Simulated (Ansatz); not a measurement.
# Does disorder add resistance in series? Al(111) layers displaced at 900 K

Two lengths of the disordered region are known. What area resistance does the third give?

**Method.** Ansatz 0.2.0, plane waves with PAW datasets at their recommended cutoffs (420 eV for most), Fermi-Dirac smearing; ballistic transmission by layer matching. The area resistance is RA = A (h/2e²)(1/T − 1/N), with T the zone-mean transmission per spin and N the lead's channels, both averaged over a few energies near the Fermi level; for magnets each spin is taken apart, with h/e², and the two conduct in parallel. Lateral cell 2x2, PBE, a fresh random draw for each length. Atoms are displaced independently, by 0.163 Å r.m.s. per direction; each RA is scaled by the nominal over the drawn mean square displacement.

Results; the value marked ? is to be predicted:

```
length (Å)  channels N  RA (fΩ m²)
      9.35       5.430       0.105
      18.7       5.423       0.272
      28.0       5.490           ?
```

Worked fit:

Ohm's law makes RA linear in the length: the slope is (0.272 − 0.105)/(18.7 − 9.35) = 0.0179 fΩ m² per Å, or 18 µΩ cm. Then 0.272 + 0.0179 × 9.35. Predicted: 0.439 fΩ m².

Check against the run:

0.305 fΩ m², so the prediction is 44 % too high. The three lengths together give 11 µΩ cm. Single draws scatter, and the lead's own channel count shifts by 1.2 % between the runs, which moves RA too; these runs don't part the causes of the miss, and leave the question open.

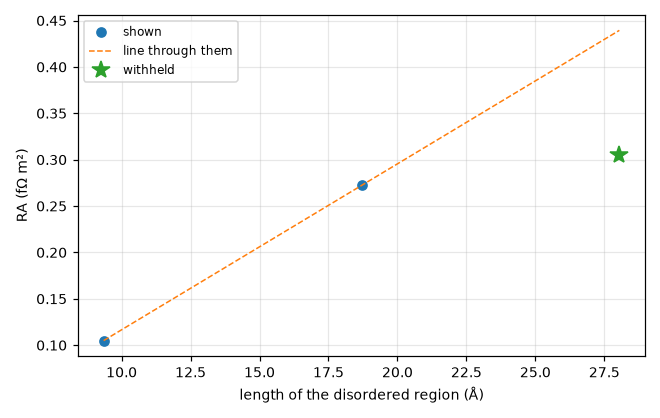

Area resistance against length.

Caveats: The scatterers repeat sideways with the small cell. The slope is a raw one; a model of isotropic scattering puts it 1.07 times the bulk value over these lengths.

[Logs are printed without paths, hosts, clocks, repeated set-up lines and the standing remarks that a program may print on its own settings, such as how far it seeks lower states.]
